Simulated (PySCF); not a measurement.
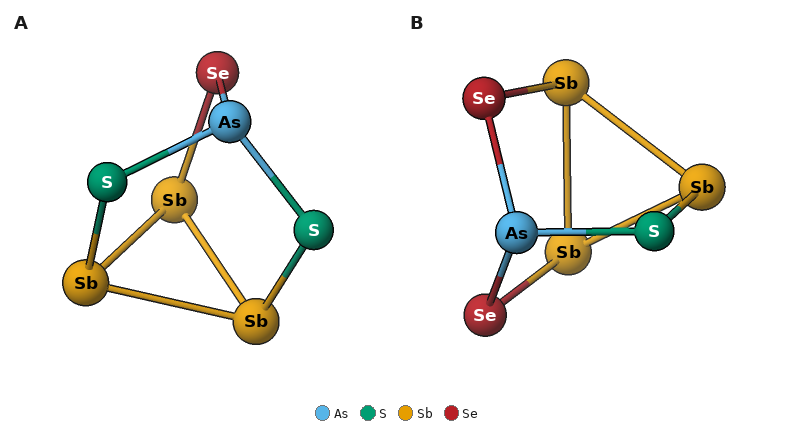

Two related species, optimised with PBE0-D3(BJ)/def2-SVP; properties computed with PySCF 2.14.0. Both: charge 0, singlet.

**What are A and B?**

A is AsSb3SSSe nortricyclane, B is AsSb3SSeSe nortricyclane.

Compare them. With ωB97X-D/def2-SVPD, core potentials on Sb: dipole moment (D), HOMO–LUMO gap (eV), HOMO energy (Kohn–Sham orbital) (eV), lowest vertical singlet excitation (eV), mean static polarisability (bohr³). With PBE0-D3(BJ)/def2-SVP: mean As–S length (Å), mean As–Se length (Å).

| quantity | A | B |
| --- | --- | --- |
| dipole moment (D) | 3.09 | 2.88 |
| HOMO–LUMO gap (eV) | 7.12 | 7.07 |
| HOMO energy (Kohn–Sham orbital) (eV) | −8.11 | −8.08 |
| lowest vertical singlet excitation (eV) | 3.04 | 3.02 |
| mean static polarisability (bohr³) | 222.1 | 230.3 |
| mean As–S length (Å) | 2.230 | 2.227 |
| mean As–Se length (Å) | 2.373 | 2.366 |

Each is one conformer, and no frequency run is at hand to confirm it as a minimum.
